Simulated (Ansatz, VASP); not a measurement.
# CaSnSeS in two plane-wave programs, part 2 of 2

Wanted: the spread between two codes on one cell, functional and k mesh. The cell is invented: As first built, before any earlier steps moved the atoms: it takes the CaS structure with some of its atoms replaced by other elements, volume scaled by an estimate. It may not be a known or stable phase. The cell comes out of the VASP series on this material, whose earlier steps may have relaxed, scaled or displaced it; both programs get it as it stands.

VASP 6.6.1 and Ansatz 0.2.0.

So far: The starting structure; VASP: band structure, HSE06.

### 3. Ansatz: band structure, HSE06

Level of this step: Ansatz beside VASP: Kohn-Sham DFT, plane waves, HSE06 (Ansatz).

Ansatz runs on its default PAW (the set named soft_2) files.

The same cell, functional, mesh and smearing now go to Ansatz, which takes its cutoff from its data sets.

The input, input.yaml:

```yaml
crystal:
  lattice:
    - [4.1138576934, 0.0, 0.0]
    - [0.0, 4.1138576934, 0.0]
    - [0.0, 0.0, 5.8657964086]
  atoms:
    - { symbol: Sn, position: [0.5, 0.5, 0.5] }
    - { symbol: Se, position: [0.5, 0.5, 0.0] }
    - { symbol: Ca, position: [0.0, 0.0, 0.0] }
    - { symbol: S, position: [0.0, 0.0, 0.5] }
hamiltonian:
  xc: { exchange: pbe, correlation: pbe, exx: { coeff: 0.25, omega: 0.2 } }
  pseudopotentials: { kind: paw }
kpoints:
  mp_grid: { grid: [4, 4, 3] }
  band_path:
    path:
      - [0.0, 0.0, 0.0]
      - [0.0, 0.4, 0.0]
      - [0.3, 0.5, 0.0]
      - [0.3, 0.3, 0.0]
      - [0.0, 0.0, 0.1]
      - [0.0, 0.0, 0.5]
      - [0.0, 0.4, 0.5]
      - [0.0, 0.5, 0.5]
      - [0.3, 0.5, 0.5]
      - [0.3, 0.3, 0.5]
      - [0.0, 0.5, 0.1]
      - [0.5, 0.5, 0.0]
      - [0.5, 0.5, 0.5]
    npoints: 1
scf:
  occupations: { method: fermi_dirac, width: 0.05 }
  n_extra_bands: 8
output:
  forces: true
  stress: true
  eigenvalues: true
```

Started as:

```sh
$ ansatz run input.yaml --threads 4 --pin off --max-ram 9216MiB --backend cpu --events-out ev --progress --plain --runs-dir out
```

Numbers of over 12 decimals in the logs are rounded to 6 here.

The log of the run:

```text
Warning: output.stress: scf.convergence.dr2_threshold = 1e-7 eV (the SCF's general default) is looser than the 4e-10 eV advised for a printed stress (1e-10 eV for each atom of the cell: 4). What an SCF threshold leaves in a stress goes as its square root, and in the free energy as the threshold itself, and one threshold admits the most on a small cell: [figures from the program's tests cut] Set scf.convergence.dr2_threshold to 4e-10 eV or tighter. The threshold is an SCF's pass mark: one that does not reach it within its budget of iterations ends unconverged, or closes short of it on a stop that the run arms, and scf.convergence.dr2_threshold's page says what that costs each kind of run
Warning: output.stress: scf.exx.energy_threshold = 1e-6 eV is looser than the 4e-8 eV advised for a stress under a hybrid functional (1e-8 eV for each atom of the cell: 4). Every SCF of the exchange loop can meet its threshold on dr2 while the loop round them stops early: no threshold on dr2 bounds what that leaves in the stress. Set scf.exx.energy_threshold to 4e-8 eV or tighter. The threshold is the loop's pass mark: a loop that does not reach it within its budget of cycles ends unconverged, and scf.exx.energy_threshold's page has the law
scf.n_extra_bands = 8 over 23 filled bands (N_el = 46.0): the run solves 31 bands
Engine: ansatz 0.2.0, x86_64-unknown-linux-gnu
Pseudopotentials: kind: paw
Pseudopotential: Sn, paw, valence charge 14, recommended cutoff 420 eV (normal), Sn.paw.azcp
Pseudopotential: Se, paw, valence charge 16, recommended cutoff 420 eV (normal), Se.paw.azcp
Pseudopotential: Ca, paw, valence charge 10, recommended cutoff 420 eV (normal), Ca.paw.azcp
Pseudopotential: S, paw, valence charge 6, recommended cutoff 420 eV (normal), S.paw.azcp
Functional definition: unnamed
  parameter a_1 = 0.25
  parameter omega_1 = 0.2/angstrom
  exchange = pbe_x + (-a_1)*pbe_x_sr(omega_1) + a_1*exact_x_sr(omega_1)
  correlation = pbe_c
Crystal: 4 atoms, lattice volume = 99.272 Å³
Basis set: ecut = 420 eV, 1923 PW (Γ), exchange–correlation on 60×60×80 points (8 copies of the dense FFT grid, shifted against one another)
Bands: 31, of which v1, the nominal top of the filled ones, is band 23 counted from 1 (22 counted from 0)
Symmetry: 16 space group operations
Space group: P4/mmm (ITA 123), of the structure as read, at distance tolerance 4.6e-5 Å
k-points: 12 of 48
Non-local potential: Sn, projectors of the file, l = 0: 2, l = 1: 2, l = 2: 2, l = 3: 2
Non-local potential: Se, projectors of the file, l = 0: 2, l = 1: 2, l = 2: 3, l = 3: 1
Non-local potential: Ca, projectors of the file, l = 0: 3, l = 1: 2, l = 2: 2
Non-local potential: S, projectors of the file, l = 0: 2, l = 1: 2, l = 2: 2
PAW form: soft (Blöchl's): semilocal exchange-correlation on the pseudo side does not see the compensation charge
PAW frozen core: Sn, regenerated for the run's functional, and the local potential with it (the file was generated under x = pbe(κ = 0.804, μ = 0.219515), c = pbe(β = 0.066725))
PAW frozen core: Se, regenerated for the run's functional, and the local potential with it (the file was generated under x = pbe(κ = 0.804, μ = 0.219515), c = pbe(β = 0.066725))
PAW frozen core: Ca, regenerated for the run's functional, and the local potential with it (the file was generated under x = pbe(κ = 0.804, μ = 0.219515), c = pbe(β = 0.066725))
PAW frozen core: S, regenerated for the run's functional, and the local potential with it (the file was generated under x = pbe(κ = 0.804, μ = 0.219515), c = pbe(β = 0.066725))
PAW one-centre angular grid: Sn, 590 points (default); XC on 64 Gauss nodes
PAW one-centre angular grid: Se, 590 points (default); XC on 64 Gauss nodes
PAW one-centre angular grid: Ca, 110 points (default); XC on 64 Gauss nodes
PAW one-centre angular grid: S, 110 points (default); XC on 64 Gauss nodes
Initial density: superposition of atomic densities (neutral atoms: chi_scale 0, normalization atom), corrected by the library's trained network
Initial wavefunctions: pseudopotential atomic-orbital guess
Functional: x = pbe(κ = 0.804, μ = 0.219515), c = pbe(β = 0.066725), warm-up for x = pbe(κ = 0.804, μ = 0.219515) + 0.25 (exact − pbe) at short range (hse, ω = 0.2 Å⁻¹), c = pbe(β = 0.066725)
SCF iter   1: F=—  HF=-14217.191047 eV  |F-HF|=—  |Δ(HF+E_count)|=         —  Δρ=2.14e-3  dr2=7.58e-3  ethr=1.77e-3  ⟨swp⟩=13.5  Hψ=1928  notcnv=0
preconditioner: auto → none  [insulator: Δε(μ)=0.543 eV  Ē_g=9.155 eV  σ=0.050 eV  W_gap=0.99  n_scr=20 (ndim 8)  ℏωp=15.8 eV  f_vac=0.000  D(μ)=0.03/eV (n_scr^D=0)]
SCF iter   2: F=—  HF=-14217.189850 eV  |F-HF|=—  |Δ(HF+E_count)|=   1.20e-3  Δρ=8.24e-4  dr2=8.81e-4  ethr=1.65e-5  ⟨swp⟩=5.2  Hψ=968  notcnv=0  defer=4
iter 3 solved again at ethr=7.88e-8 eV; its pass at ethr=1.92e-6 eV (dr2=3.63e-5 eV) is discarded
SCF iter   3: F=—  HF=-14217.189842 eV  |F-HF|=—  |Δ(HF+E_count)|=   8.16e-6  Δρ=2.01e-4  dr2=3.33e-5  ethr=7.88e-8  ⟨swp⟩=4.5  Hψ=1651  notcnv=0
SCF iter   4: F=-14217.189847 eV  HF=-14217.189846 eV  |F-HF|=9.43e-7  |Δ(HF+E_count)|=   3.90e-6  Δρ=5.56e-5  dr2=2.23e-6  ethr=7.24e-8  ⟨swp⟩=3.5  Hψ=784  notcnv=0
SCF 1 stopped early in 4 iterations: F = -14217.189847 eV  dr2 = 2.23e-6
  greatest PAW one-centre occupation: 1.000 electrons in one spin orbital (limit 2), on the Se atom at site 1 (counted from 0), in its partial waves of l = 2
Initial density: handed on by an earlier stage of this run
Initial wavefunctions: those handed on with the density
Functional: x = pbe(κ = 0.804, μ = 0.219515) + 0.25 (exact − pbe) at short range (hse, ω = 0.2 Å⁻¹), c = pbe(β = 0.066725)
Exchange kernel: α = 0.2500, screened, ω = 0.2000 Å⁻¹, Wigner–Seitz truncation, v(0) = 1118.7025 eV·Å³, q-mesh 4×4×3, nearest image of the exchange supercell L = 16.46 Å, pair-density grid 18×18×25, without the augmentation charges, whose exchange is taken in its separable form by FFT convolution over the k-point mesh (sized by the pseudopotential files, 30×30×40 at the most), smooth part of the exact exchange by density-matrix convolution
Frozen-core exchange: fock
SCF iter   1: F=—  HF=-14224.247553 eV  |F-HF|=—  |Δ(HF+E_count)|=         —  Δρ=4.26e-3  dr2=2.43e-2  ethr=4.85e-8  ⟨swp⟩=12.7  Hψ=2415  notcnv=0
preconditioner: auto → none  [insulator: Δε(μ)=0.868 eV  Ē_g=10.809 eV  σ=0.050 eV  W_gap=1.00  n_scr=20 (ndim 8)  ℏωp=15.8 eV  f_vac=0.000  D(μ)=0.00/eV (n_scr^D=0)]
SCF iter   2: F=—  HF=-14224.234060 eV  |F-HF|=—  |Δ(HF+E_count)|=   1.35e-2  Δρ=1.96e-3  dr2=3.22e-3  ethr=4.85e-8  ⟨swp⟩=5.5  Hψ=1551  notcnv=0
SCF iter   3: F=—  HF=-14224.243515 eV  |F-HF|=—  |Δ(HF+E_count)|=   9.46e-3  Δρ=1.11e-3  dr2=1.01e-3  ethr=4.85e-8  ⟨swp⟩=5.5  Hψ=1513  notcnv=0
SCF iter   4: F=—  HF=-14224.243159 eV  |F-HF|=—  |Δ(HF+E_count)|=   3.56e-4  Δρ=3.63e-4  dr2=1.18e-4  ethr=4.85e-8  ⟨swp⟩=4.8  Hψ=1047  notcnv=0
SCF iter   5: F=—  HF=-14224.243141 eV  |F-HF|=—  |Δ(HF+E_count)|=   1.81e-5  Δρ=7.44e-5  dr2=3.43e-5  ethr=4.85e-8  ⟨swp⟩=3.8  Hψ=826  notcnv=0
SCF iter   6: F=—  HF=-14224.243309 eV  |F-HF|=—  |Δ(HF+E_count)|=   1.68e-4  Δρ=1.03e-4  dr2=2.18e-5  ethr=2.13e-8  ⟨swp⟩=5.0  Hψ=1175  notcnv=0
SCF iter   7: F=-14224.243301 eV  HF=-14224.243302 eV  |F-HF|=4.00e-7  |Δ(HF+E_count)|=   7.21e-6  Δρ=2.03e-5  dr2=1.31e-6  ethr=2.13e-8  ⟨swp⟩=4.0  Hψ=780  notcnv=0
SCF 2 stopped early in 7 iterations: F = -14224.243301 eV  dr2 = 1.31e-6
hybrid outer 1: dexx = +1.119e-2 eV, tail = 7.70e-5 eV
Exchange kernel: α = 0.2500, screened, ω = 0.2000 Å⁻¹, Wigner–Seitz truncation, v(0) = 1118.7025 eV·Å³, q-mesh 4×4×3, nearest image of the exchange supercell L = 16.46 Å, pair-density grid 18×18×25, without the augmentation charges, whose exchange is taken in its separable form by FFT convolution over the k-point mesh (sized by the pseudopotential files, 30×30×40 at the most), smooth part of the exact exchange by density-matrix convolution
Frozen-core exchange: fock
SCF iter   1: F=—  HF=-14224.243195 eV  |F-HF|=—  |Δ(HF+E_count)|=         —  Δρ=3.39e-5  dr2=8.41e-7  ethr=8.37e-7  ⟨swp⟩=5.7  Hψ=940  notcnv=0
preconditioner: auto → none  [insulator: Δε(μ)=0.880 eV  Ē_g=10.722 eV  σ=0.050 eV  W_gap=1.00  n_scr=20 (ndim 8)  ℏωp=15.8 eV  f_vac=0.000  D(μ)=0.00/eV (n_scr^D=0)]
SCF iter   2: F=—  HF=-14224.243196 eV  |F-HF|=—  |Δ(HF+E_count)|=   9.02e-7  Δρ=1.99e-5  dr2=2.05e-7  ethr=1.62e-9  ⟨swp⟩=5.0  Hψ=1104  notcnv=0  defer=3
SCF iter   3: F=—  HF=-14224.243196 eV  |F-HF|=—  |Δ(HF+E_count)|=   1.48e-8  Δρ=9.37e-6  dr2=3.35e-8  ethr=3.71e-10  ⟨swp⟩=2.8  Hψ=688  notcnv=0
SCF iter   4: F=-14224.243196 eV  HF=-14224.243196 eV  |F-HF|=3.37e-10  |Δ(HF+E_count)|=   6.72e-9  Δρ=7.95e-7  dr2=4.47e-9  ethr=6.48e-11  ⟨swp⟩=3.6  Hψ=805  notcnv=0
SCF 3 converged in 4 iterations: F = -14224.243196 eV  dr2 = 4.47e-9
  Residual-converged pass: ⟨swp⟩=3.0  Hψ=892  notcnv=0  max |occ|·‖R‖ = 2.4e-6 eV (tolerance 2.4e-6 eV)  dr2=4.58e-9  dr2_onsite=1.23e-10  max |Δocc| = 5.3e-15
hybrid outer 2: dexx = +6.334e-7 eV, tail = 2.99e-8 eV, Δε = 2.69e-3 eV (about 9.56e-5 eV left of the loop's levels)
NSCF: frozen V_eff on 13 k-points
hybrid SCF converged: 2 outer / 11 inner (+4 warm-up), last move |dexx| = 6.33e-7 eV, tail = 2.99e-8 eV
Stability not checked: this state was not tested for a lower state beside it, because the functional holds exact exchange (a hybrid, or Hartree-Fock), whose exchange loop this test does not read (fock_operator; see scf.lower_state_search)
Free energy (F): -14224.243196 eV
Frozen-core exchange: fock
Harris-Foulkes:  -14224.243196 eV  (|F-HF|=3.37e-10)
Internal energy: -14224.243172 eV  (E = F + TS)
E sigma→0 (E₀):  -14224.243184 eV
Entropy (-TS):   -0.000025 eV (-0.006 meV/atom)
Fermi energy:    8.931949 eV
--- Per-component energies (eV) ---
  E_band       = -710.512136
  E_kinetic    = 688.852959
  E_local      = -4368.393720  (includes V_loc(G=0)·N_el)
  E_nonlocal   = -539.709508
  E_hartree    = 2133.147092
  E_xc         = -573.688092
  E_vxc        = -363.964779  (∫ρ·V_xc dr)
  E_exx        = -145.214630  (= α·E_x^exact, valence–valence)
  E_paw        = -7512.393702  (= ΣΔE_a)
  E_vpaw       = -103.161587  (= ΣTr[D̂ρ^β])
  E_aug_tail   = -0.000589  (compensation charges beyond the density's cutoff)
  E_ewald      = -3905.786127
  E_core_change = -1.056853  (= ΣΔE_core)
  E_smearing   = -0.000025  (= −TS)
  E_closure    = 0.000000  (closes the sum)
  Σ components = -14224.243196   (vs F -14224.243196, Δ=1.82e-12)
--- Forces (eV/Å), atoms counted from 1 ---
  atom   1  Sn     0.00000000     0.00000000     0.00000000
  atom   2  Se    -0.00000000     0.00000000     0.00000000
  atom   3  Ca    -0.00000000     0.00000000     0.00000000
  atom   4  S     -0.00000000     0.00000000     0.00000000
  max |Σ_I F_I| component: 6.51e-30 eV/Å
--- Stress (GPa, compression-positive) ---
        2.003538       0.000000       0.000000
        0.000000       2.003538       0.000000
        0.000000       0.000000      -0.335063
  P = ⅓ Tr σ = 1.2240 GPa (12.240 kbar)
--- Band table (eV; the first three rows and the last of 12) ---
  k-point 0: bands = [... 19 lower, 4.5832, 6.1654, 6.3335, 6.3335, 10.2021, 11.9400, 12.5605, 12.5605, ... 4 higher]
  k-point 1: bands = [... 19 lower, 4.7038, 6.0963, 6.0963, 6.7494, 10.3587, 11.9216, 12.4409, 12.7112, ... 4 higher]
  k-point 2: bands = [... 19 lower, 4.9347, 5.7120, 5.9716, 6.6620, 11.4699, 12.0386, 12.4217, 12.4946, ... 4 higher]
  k-point 11: bands = [... 19 lower, 4.6139, 4.6139, 4.9099, 6.6010, 11.6416, 11.6416, 11.9688, 13.3061, ... 4 higher]
```

Elapsed: 40 s, on 4 threads of Intel Xeon Platinum 8488C (Sapphire Rapids), shared host; peak memory 1.8 GiB.

### 4. Differences

Known differences besides the PAW data sets themselves: exact exchange at q = 0 is treated differently, which shows on coarse meshes; VASP keeps PBE cores, Ansatz makes them for the functional; the data sets hold 46 valence electrons in Ansatz (default PAW (the set named soft_2) files) and 36 in VASP; the cutoff is 420 eV in Ansatz and 400 eV in VASP; VASP takes a coarser grid for exact exchange (PRECFOCK = Fast). Total energies have different zeros and are not compared.

The two programs side by side:

```csv
quantity,Ansatz,VASP,difference
gap over the path points (eV),0.029,0.025,+0.004
```

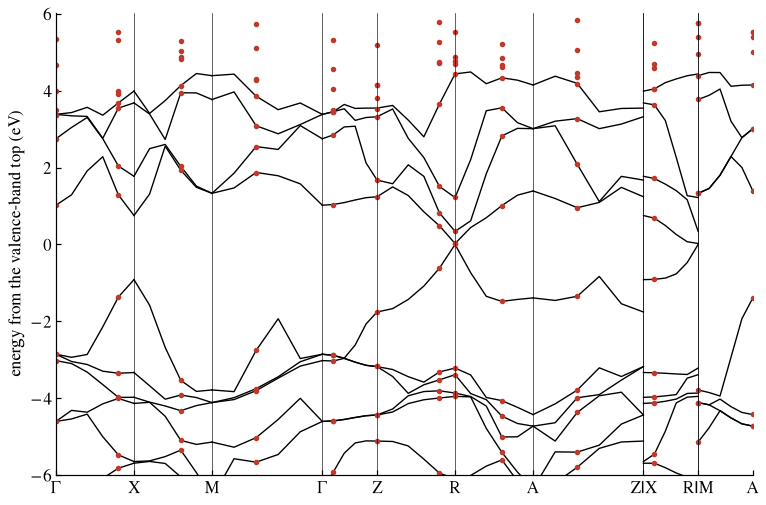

Bands from VASP (lines) and levels from Ansatz (dots). Dots without a line are higher empty bands that the VASP plot leaves out.

Levels at points of the path, from each program's valence-band top (eV; 4 filled, then empty):

```csv
k (reciprocal lattice),Ansatz,VASP
0.000 0.000 0.000,-4.60 -3.02 -2.85 -2.85 1.02 2.76 3.38,-4.60 -3.02 -2.85 -2.85 1.02 2.75 3.38
0.000 0.400 0.000,-4.00 -3.98 -3.35 -1.36 1.29 2.04 3.54,-4.00 -3.98 -3.35 -1.37 1.29 2.04 3.55
0.300 0.500 0.000,-5.10 -4.32 -3.92 -3.53 1.93 2.03 3.95,-5.10 -4.32 -3.92 -3.54 1.93 2.03 3.95
0.300 0.300 0.000,-5.02 -3.80 -3.75 -2.75 1.87 2.55 3.08,-5.02 -3.80 -3.75 -2.76 1.87 2.55 3.09
0.000 0.000 0.100,-4.59 -3.03 -2.88 -2.88 1.04 2.86 3.45,-4.59 -3.03 -2.88 -2.88 1.04 2.85 3.45
0.000 0.000 0.500,-4.43 -3.17 -3.17 -1.75 1.24 1.67 3.32,-4.43 -3.18 -3.18 -1.76 1.24 1.68 3.32
0.000 0.400 0.500,-3.80 -3.52 -3.31 -0.61 0.49 0.82 1.51,-3.81 -3.52 -3.31 -0.61 0.48 0.82 1.51
0.000 0.500 0.500,-3.86 -3.38 -3.21 0.00 0.03 0.34 1.22,-3.86 -3.39 -3.21 0.00 0.03 0.34 1.22
0.300 0.500 0.500,-5.00 -4.46 -4.06 -1.47 1.01 2.82 3.55,-5.01 -4.46 -4.06 -1.48 1.01 2.82 3.56
0.300 0.300 0.500,-4.37 -3.98 -3.78 -1.34 0.95 2.09 3.27,-4.37 -3.99 -3.79 -1.35 0.96 2.09 3.27
```

Among the levels compared (up to four filled and three empty ones at each point), filled levels agree within 10 meV and empty ones within 8 meV.

### 5. Results

```json
{"difference in gap over the path points (band structure, HSE06)": "0.0039 eV"}
```

**Reading.** The difference in gap over the path points is 0.0039 eV (band structure, HSE06), within the 0.08 eV picked in this series as the mark of a large difference. Differences of this kind measure data sets and numerical settings, not the functional's error against experiment.

[Lines on the potential files, build, host, timing and source positions are cut from VASP's logs without a mark.]

[Logs are printed without paths, hosts, clocks, repeated set-up lines and the standing remarks that a program may print on its own settings, such as how far it seeks lower states.]

[Hosts, paths, dates, database ids (printed as entryN), source tags and the programs' standing remarks are cut or masked in the printed files.]
